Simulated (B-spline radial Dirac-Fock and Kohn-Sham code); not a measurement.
# Inner shells of Te⁺

Aim: for the Te⁺ ion, compute its X-ray form factor and Compton profile, the binding energy of each subshell and the widths and yields of its core holes.

The numbers are computed with B-spline radial Dirac-Fock and Kohn-Sham code (version 3): a free atom or ion on a radial basis; each step names its model.

## Step 1: The atom as given

Te⁺ in the configuration 1s2 2s2 2p6 3s2 3p6 3d10 4s2 4p6 4d10 5s1 5p4 (not the ground configuration).

```yaml
nuclear_charge: 52
electrons: 51
mass_number: 130
nuclear_rms_radius: 4.7423 fm
```

## Step 2: Form factor and Compton profile

Model: Dirac-Fock average of configuration, finite nucleus; form factor of the spherical density, Waller-Hartree incoherent function, impulse-approximation Compton profiles.

Settings, as recorded:

```ini
task = scatter
Z = 52
charge = 1
configuration = 1s2 2s2 2p6 3s2 3p6 3d10 4s2 4p6 4d10 5s1 5p4
mass_number = 130
rms_radius = 4.7423  # fm
s = [0.0, 0.08, 0.1, 0.12, 0.14, 0.18, 0.22, 0.27, 0.33, 0.4, 0.5, 0.61, 0.75, 0.92, 1.13, 1.39, 1.71, 2.1, 2.58, 3.17, 3.9, 4.79, 5.89]  # 1/A
pz = [0, 0.1, 0.15, 0.21, 0.31, 0.44, 0.64, 0.93, 1.4, 2.0, 2.9, 4.1, 6.0, 8.7, 13.0, 18.0, 27.0, 39.0, 56.0, 81.0, 120.0]  # a.u.
photon_energy = [2000, 5000, 8047.8, 10000, 17479.3, 30000, 100000, 500000]  # eV
```

The program writes no log. Results of the run, from its result record (rounded, main fields):

```text
status: converged
form_factor [e]: [51.0, 48.778, 47.7, 46.52, 45.285, 42.795, 40.414, 37.667, 34.663, 31.475, 27.485, 23.949, 20.684, 17.998, 15.527, 12.814, 9.8993, 7.4125, 5.789, 4.8036, 3.9043, 2.9199, 2.0496]
incoherent: [-3.2392e-12, 2.6115, 3.6622, 4.6956, 5.6804, 7.5006, 9.18, 11.127, 13.233, 15.434, 18.317, 21.274, 24.675, 28.102, 31.283, 34.173, 36.933, 39.567, 42.007, 44.175, 46.046, 47.534, 48.611]
compton_total [1/a.u.]: [8.3613, 8.3295, 8.2869, 8.2069, 7.9909, 7.5508, 6.658, 5.494, 4.5021, 3.6691, 2.4834, 1.5811, 1.039, 0.62269, 0.28963, 0.14022, 0.049505, 0.01725, 0.0054143, 0.0013743, 0.00026286]
shells: ["1s1/2", "2s1/2", "2p1/2", "2p3/2", "3s1/2", "3p1/2", "3p3/2", "3d3/2", "3d5/2", "4s1/2", "4p1/2", "4p3/2", "4d3/2", "4d5/2", "5s1/2", "5p1/2", "5p3/2"]
occupation: [2.0, 2.0, 2.0, 4.0, 2.0, 2.0, 4.0, 4.0, 6.0, 2.0, 2.0, 4.0, 4.0, 6.0, 1.0, 1.3333, 2.6667]
mean_momentum [a.u.]: [48.058, 16.988, 22.727, 21.522, 8.2567, 9.8684, 9.5165, 11.332, 11.198, 3.8364, 4.2368, 4.0984, 4.1451, 4.0907, 1.2969, 1.276, 1.2233]
r2 [bohr^2]: 51.966
r_inverse [1/bohr]: 317.03
r1 [bohr]: 34.572
coherent [b]: [1480.0, 998.25, 691.6, 564.84, 312.68, 149.83, 21.504, 1.0759]
incoherent_cross_section [b]: [2.628, 6.8542, 10.053, 11.783, 16.369, 20.041, 22.371, 14.536]
radial_jk:
  5p: {"j0": [1.0, 0.71374, 0.58784, 0.46084, 0.34143, 0.14765, 0.026323, -0.038289, -0.04097, -0.011338, 0.019249, 0.022405, 0.0094163, -0.0013043, -0.0019998, 0.0019914, 0.0033557, 0.00155, -3.4246e-05, 6.2699e-06, 0.00056323, 0.00067049, 0.00040566], "j2": [0.0, 0.10687, 0.14788, 0.18408, 0.21174, 0.2348, 0.21797, 0.16364, 0.08973, 0.027369, -0.0073557, -0.0055674, 0.0069363, 0.011425, 0.0063445, 0.0004335, -0.00061948, 0.0010694, 0.0016979, 0.00083693, 4.2168e-05, -3.6691e-05, 0.00018392], "r2": 7.0729, "r4": 79.117, "r6": 1327.7}
```

Form factor and incoherent function, every second point:

```tsv
s (1/Å)	f (e)	f / N	S(s)
0	51.00	1.000	0
0.100	47.70	0.935	3.662
0.140	45.28	0.888	5.680
0.220	40.41	0.792	9.180
0.330	34.66	0.680	13.23
0.500	27.48	0.539	18.32
0.750	20.68	0.406	24.67
1.13	15.53	0.304	31.28
1.71	9.899	0.194	36.93
2.58	5.789	0.114	42.01
3.90	3.904	0.077	46.05
5.89	2.050	0.040	48.61
```

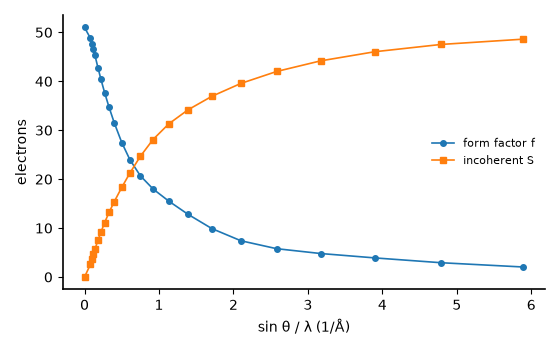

Form factor and incoherent scattering function.

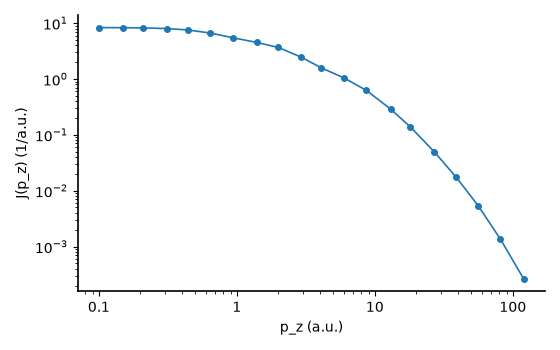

Compton profile, summed over all shells.

## Step 3: Binding energies

Model: Dirac-Fock average of configuration, Delta-SCF, finite nucleus, first-order Breit with its frequency dependence, self-energy and vacuum polarisation.

Recorded inputs:

```ini
task = binding
```

The program writes no log. Results of the run, from its result record (rounded, main fields):

```text
status: converged
shells: ["K", "L1", "L2", "L3", "M1", "M2", "M3", "M4", "M5", "N1", "N2", "N3", "N4", "N5", "O1", "O2,3"]
total_energy_parts [Ha]: [-6792.98597, 5.64719312, -0.580336572, -0.0528902189, 3.83678934, -0.504332359]
koopmans [eV]: [32009.4, 5013.84, 4684.64, 4409.03, 1048.08, 911.67, 858.869, 621.014, 610.132, 204.093, 155.133, 145.011, 64.7682, 63.1849, 30.5134, 17.5628]
dirac_coulomb [eV]: [31942.5, 4977.92, 4645.22, 4370.89, 1032.46, 895.626, 843.338, 603.916, 593.252, "-", 150.191, "-", 60.7003, 59.2001, 29.8689, 17.0976]
gaunt [eV]: [-78.6234, -7.20355, -12.912, -9.2398, -0.984776, -1.94254, -1.25676, -0.546987, -0.247496, "-", -0.289365, "-", -0.00134451, 0.0424097, -0.00960711, -0.0120838]
retardation [eV]: [5.69544, 0.478166, 1.442, 1.43915, 0.0445976, 0.209268, 0.209257, 0.0304624, 0.0297332, "-", 0.0324491, "-", -0.00376513, -0.00371313, -0.000663854, 0.00207465]
breit_frequency [eV]: [0.640296, -0.0637912, -0.00207981, 0.276423, -0.016054, -0.0112856, 0.0471399, -0.00839079, -0.00358455, "-", -0.00304574, "-", -0.00182843, -0.00110261, -0.000671293, 0.000301767]
self_energy [eV]: [-42.5971, -5.27625, 0.353061, -0.140918, -1.07262, 0.0693941, -0.0212979, 0.100065, 0.0676472, "-", 0.0183812, "-", 0.0185964, 0.013843, -0.0281714, 0.00170058]
vacuum_polarisation [eV]: [5.80331, 0.666589, -0.0159246, -0.035936, 0.131234, -0.00460237, -0.00902748, -0.00862805, -0.00843135, "-", -0.00127185, "-", -0.00160559, -0.00156423, 0.00351114, -0.000271519]
binding [eV]: [31833.4, 4966.52, 4634.08, 4363.19, 1030.57, 893.947, 842.307, 603.483, 593.09, "-", 149.948, "-", 60.7104, 59.25, 29.8333, 17.0893]
mean_radius [bohr]: [0.0278054, 0.119266, 0.100917, 0.106453, 0.320239, 0.311174, 0.322245, 0.29371, 0.297252, 0.767017, 0.804176, 0.83043, 0.957705, 0.969496, 2.05447, 2.52409]
```

total_energy_parts: Dirac-Coulomb, Gaunt, retardation, frequency dependence, self-energy, vacuum polarisation. Blank entries are hole states that did not converge, or in which two open shells of one symmetry are about equally filled, where the average of configuration falls too low.

Each level as Koopmans' value plus corrections (eV):

```tsv
level	-ε	relaxation	Breit	QED	binding
K	32009.4	-66.96	-72.29	-36.79	31833.4
L1	5013.8	-35.92	-6.79	-4.61	4966.5
L2	4684.6	-39.43	-11.47	0.34	4634.1
L3	4409.0	-38.14	-7.52	-0.18	4363.2
M1	1048.1	-15.61	-0.96	-0.94	1030.6
M2	911.7	-16.04	-1.74	0.06	893.9
M3	858.9	-15.53	-1.00	-0.03	842.3
M4	621.0	-17.10	-0.52	0.09	603.5
M5	610.1	-16.88	-0.22	0.06	593.1
N2	155.1	-4.94	-0.26	0.02	149.9
N4	64.77	-4.07	-0.01	0.02	60.71
N5	63.18	-3.98	0.04	0.01	59.25
O1	30.51	-0.64	-0.01	-0.02	29.83
O2,3	17.56	-0.47	-0.01	0.00	17.09
```

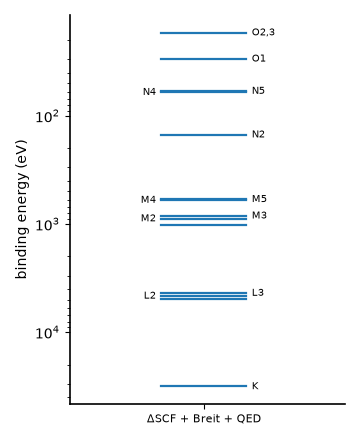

The levels on a logarithmic scale.

Line energies follow by subtraction:

```tsv
line	energy (eV)
Kβ2'' (K-N2)	31683.4
Kβ1 (K-M3)	30991.1
Kβ3 (K-M2)	30939.4
Kα1 (K-L3)	27470.2
Kα2 (K-L2)	27199.3
Lγ2 (L1-N2)	4816.6
Lγ1 (L2-N4)	4573.4
Lβ7 (L3-O1)	4333.4
Lβ2 (L3-N5)	4303.9
Lβ15 (L3-N4)	4302.5
Lβ3 (L1-M3)	4124.2
Lβ4 (L1-M2)	4072.6
Lβ1 (L2-M4)	4030.6
Lα1 (L3-M5)	3770.1
```

## Step 4: Decay of the holes

Model: independent-particle rates: relativistic LDA orbitals of the hole state, multipoles to L = 3 (length form), Coulomb Auger matrix elements with a Latter-tail continuum; energies from Dirac-Fock.

Recorded inputs:

```ini
task = decay
holes = ["K", "L1", "L2", "L3", "M1", "M2", "M3", "M4", "M5", "N1", "N2", "N3", "N4", "N5"]
```

The program writes no log. Results of the run, from its result record (rounded, main fields):

```text
status: converged
K:
  width_radiative: 8.4609
  width_radiative_velocity: 8.6609
  width_nonradiative: 1.2017
  coster_kronig: {}
  radiative: [["L3", 27470.0, 4.5408], ["L2", 27199.0, 2.4387], ["M3", 30991.0, 0.80258], ["M2", 30939.0, 0.4126], ["N2", 31683.0, 0.080188], ["O3", 31817.0, 0.01278]]
  auger: [["L2L3", 22684.0, 0.32626], ["L3L3", 22957.0, 0.16056], ["L1L3", 22381.0, 0.13407], ["L1L2", 22106.0, 0.097379], ["L1L1", 21767.0, 0.076537], ["L2M3", 26299.0, 0.052106]]
L1:
  width_radiative: 0.1372
  width_radiative_velocity: 0.13709
  width_nonradiative: 3.0771
  coster_kronig: {"L2": 0.61445, "L3": 1.0421}
  radiative: [["M3", 4124.2, 0.067262], ["M2", 4072.6, 0.041898], ["N2", 4816.6, 0.0087712], ["L3", 603.34, 0.0012078], ["O3", 4949.8, 0.0012017], ["M5", 4373.4, 0.00088637]]
  auger: [["M4M5", 3721.5, 0.2696], ["L3N5", 523.39, 0.25248], ["L3N4", 521.46, 0.19436], ["M1M5", 3299.2, 0.18576], ["M1M3", 3056.5, 0.16226], ["M1M4", 3288.6, 0.13145]]
L2:
  width_radiative: 0.22609
  width_radiative_velocity: 0.23068
  width_nonradiative: 2.6473
  coster_kronig: {"L3": 0.49327}
  radiative: [["M4", 4030.6, 0.19287], ["N4", 4573.4, 0.026733], ["M1", 3603.5, 0.0051687], ["O1", 4604.2, 8.6711e-05], ["M3", 3791.8, 7.3406e-05], ["M5", 4041.0, 1.3307e-06]]
  auger: [["M4M5", 3389.1, 0.59062], ["M2M3", 2855.5, 0.22245], ["M2M5", 3101.3, 0.20902], ["L3N4", 189.02, 0.18938], ["M3M4", 3143.7, 0.15647], ["L3N2", 96.635, 0.13992]]
L3:
  width_radiative: 0.21471
  width_radiative_velocity: 0.21802
  width_nonradiative: 2.4211
  coster_kronig: {}
  radiative: [["M5", 3770.1, 0.16351], ["N5", 4303.9, 0.0222], ["M4", 3759.7, 0.018441], ["M1", 3332.6, 0.0064773], ["N4", 4302.5, 0.0024924], ["O1", 4333.4, 0.00010715]]
  auger: [["M4M5", 3118.2, 0.52876], ["M5M5", 3129.7, 0.35447], ["M3M5", 2886.0, 0.27692], ["M3M4", 2872.8, 0.18339], ["M3M3", 2635.9, 0.17634], ["M2M3", 2584.6, 0.12775]]
M1:
  width_radiative: 0.0034024
  width_radiative_velocity: 0.0032315
  width_nonradiative: 11.094
  coster_kronig: {"M2": 2.748, "M3": 5.842, "M4": 0.85962, "M5": 1.2292}
  radiative: [["N2", 880.62, 0.0011546], ["M3", 188.26, 0.00031831], ["O3", 1013.8, 0.00015144], ["O2", 1012.8, 0.00010673], ["M2", 136.62, 5.8422e-05], ["N5", 971.32, 5.0557e-06]]
  auger: [["M2N5", 56.971, 1.4671], ["M3N2", 15.153, 1.3411], ["M3N5", 108.74, 1.2552], ["M2N4", 55.504, 1.063], ["M3N4", 107.03, 0.85771], ["M5N5", 358.08, 0.22323]]
M2:
  width_radiative: 0.0033779
  width_radiative_velocity: 0.0031964
  width_nonradiative: 4.5934
  coster_kronig: {"M3": 0.084171, "M4": 2.9353, "M5": 1.0927}
  radiative: [["N4", 833.24, 0.0018752], ["M4", 290.46, 0.00094674], ["O1", 864.11, 4.0672e-05], ["O3", 877.19, 9.6756e-08], ["N5", 834.7, 1.5614e-09], ["M3", 51.64, 8.5264e-10]]
  auger: [["M5N2", 127.61, 0.78647], ["M4N2", 117.55, 0.64777], ["M4N5", 210.69, 0.254], ["M4N4", 209.66, 0.23696], ["N2N5", 666.36, 0.13811], ["N2N4", 667.09, 0.082476]]
M3:
  width_radiative: 0.0032963
  width_radiative_velocity: 0.0031315
  width_nonradiative: 5.3666
  coster_kronig: {"M4": 1.0827, "M5": 3.7801}
  radiative: [["N5", 783.06, 0.0018152], ["M5", 249.22, 0.00055724], ["N4", 781.6, 0.00021914], ["M4", 238.82, 5.3572e-05], ["O1", 812.47, 4.7303e-05], ["N2", 692.36, 5.3156e-07]]
  auger: [["M5N2", 75.967, 0.72944], ["M5N5", 169.82, 0.43743], ["M5N4", 167.82, 0.25067], ["M4N2", 65.908, 0.10754], ["M5O3", 221.86, 0.095732], ["M4N4", 158.02, 0.068736]]
M4:
  width_radiative: 0.00021639
  width_radiative_velocity: 0.00023239
  width_nonradiative: 0.56862
  coster_kronig: {}
  radiative: [["N2", 453.54, 0.00017178], ["O2", 585.73, 1.44e-05], ["O3", 586.72, 2.3133e-06], ["N4", 542.77, 1.2098e-07], ["N5", 544.23, 5.0196e-08], ["O1", 573.65, 3.3908e-09]]
  auger: [["N4N5", 466.13, 0.18015], ["N4N4", 464.88, 0.087237], ["N2N4", 376.63, 0.052296], ["N4O3", 515.6, 0.0091611], ["N2N5", 375.9, 0.0044957], ["N4O1", 500.97, 0.0044573]]
M5:
  width_radiative: 0.00018705
  width_radiative_velocity: 0.00020058
  width_nonradiative: 0.57906
  coster_kronig: {}
  radiative: [["O3", 576.33, 1.4405e-05], ["N5", 533.84, 1.3177e-07], ["N4", 532.38, 3.4038e-08], ["O1", 563.26, 3.2156e-09], ["N2", 443.14, 1.5355e-11], ["O2", 575.34, 1.654e-12]]
  auger: [["N5N5", 457.43, 0.14551], ["N4N5", 455.73, 0.12566], ["N2N5", 365.51, 0.065127], ["N5O3", 506.7, 0.0085846], ["N5O2", 505.54, 0.0051022], ["N5O1", 492.05, 0.0046279]]
N2:
  width_radiative: 0.00023844
  width_radiative_velocity: 0.00019153
  width_nonradiative: 24.414
  coster_kronig: {"N4": 23.466, "N5": 0.92289}
  radiative: [["N4", 89.237, 0.00022602], ["O1", 120.11, 1.2421e-05], ["O3", 133.19, 3.181e-09], ["N5", 90.698, 6.7936e-13], ["O2", 132.2, 2.3283e-15]]
  auger: [["N4N5", 12.591, 18.74], ["N4N4", 11.345, 3.8982], ["N5N5", 14.288, 0.64128], ["N4O3", 62.06, 0.41136], ["N4O1", 47.434, 0.21968], ["N5O2", 62.395, 0.20613]]
N4:
  width_radiative: 3.5828e-06
  width_radiative_velocity: 3.8109e-06
  width_nonradiative: 0.067284
  coster_kronig: {}
  radiative: [["O2", 42.961, 3.037e-06], ["O3", 43.951, 5.4576e-07], ["O1", 30.877, 8.5929e-12], ["N5", 1.4603, 1.7388e-14]]
  auger: [["O2O3", 17.309, 0.020968], ["O1O2", 4.3194, 0.017652], ["O1O3", 5.3696, 0.013863], ["O2O2", 16.275, 0.0099067], ["O3O3", 18.342, 0.0048933]]
N5:
  width_radiative: 3.2275e-06
  width_radiative_velocity: 3.4485e-06
  width_nonradiative: 0.073802
  coster_kronig: {}
  radiative: [["O3", 42.491, 3.2275e-06], ["O1", 29.417, 7.2454e-12], ["O2", 41.5, 1.4691e-15]]
  auger: [["O1O3", 3.9093, 0.02805], ["O3O3", 16.882, 0.018579], ["O1O2", 2.8591, 0.014391], ["O2O3", 15.848, 0.011262], ["O2O2", 14.815, 0.00152]]
```

All in eV. For each hole the six strongest lines (shell, energy, width) and Auger groups (final holes, energy, width) are shown. Channels that end in a level without an energy here are missing from these lists, strong ones among them, though the widths hold them.

How each hole decays (widths in eV):

```tsv
hole	radiative	Auger	Coster-Kronig	total	yield	lifetime (fs)
K (1s)	8.46	1.20	0	9.66	0.876	0.0681
L1 (2s)	0.137	1.42	1.66	3.21	0.0427	0.205
L2 (2p1/2)	0.226	2.15	0.493	2.87	0.0787	0.229
L3 (2p3/2)	0.215	2.42	0	2.64	0.0815	0.250
M1 (3s)	0.00340	0.416	10.7	11.1	3.07e-04	0.0593
M2 (3p1/2)	0.00338	0.481	4.11	4.60	7.35e-04	0.143
M3 (3p3/2)	0.00330	0.504	4.86	5.37	6.14e-04	0.123
M4 (3d3/2)	2.16e-04	0.569	0	0.569	3.80e-04	1.16
M5 (3d5/2)	1.87e-04	0.579	0	0.579	3.23e-04	1.14
N2 (4p1/2)	2.38e-04	0.0247	24.4	24.4	9.77e-06	0.0270
N4 (4d3/2)	3.58e-06	0.0673	0	0.0673	5.32e-05	9.78
N5 (4d5/2)	3.23e-06	0.0738	0	0.0738	4.37e-05	8.92
```

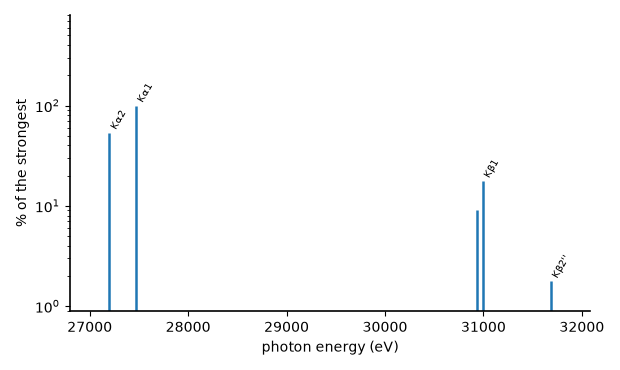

Emission lines that fill the K hole.

## Step 5: What came out

| quantity | value |
| --- | --- |
| rms radius of the electron cloud | 1.01 bohr |
| form factor halves at | 0.56 1/Å |
| Compton profile at zero | 8.361 1/a.u. |
| deepest level listed, K (1s) | 31833.4 eV |
| least bound, O2,3 (5p) | 17.09 eV |
| Kα1 | 27470.2 eV |
| K hole: width, yield | 9.66 eV, 0.876 |
| its lifetime | 0.0681 fs |
| its strongest line | Kα1 (K-L3), 27470.2 eV |

What this shows: f falls from 51 to half of that at s = 0.56 1/Å. Incoherent scattering outweighs coherent from 100 keV on, among the energies asked. For K (1s), relaxation takes off 67.0 eV, Breit terms shift it by -72.29 and QED by -36.79 eV. With a yield of 0.88, X-ray emission is the main way out for the K hole, in 0.068 fs. Coster-Kronig decay rules L1, M1, M2, M3 and N2, where this model's widths can be far from the measured ones. The Hartree-Fock and Dirac-Fock values hold no electron correlation.
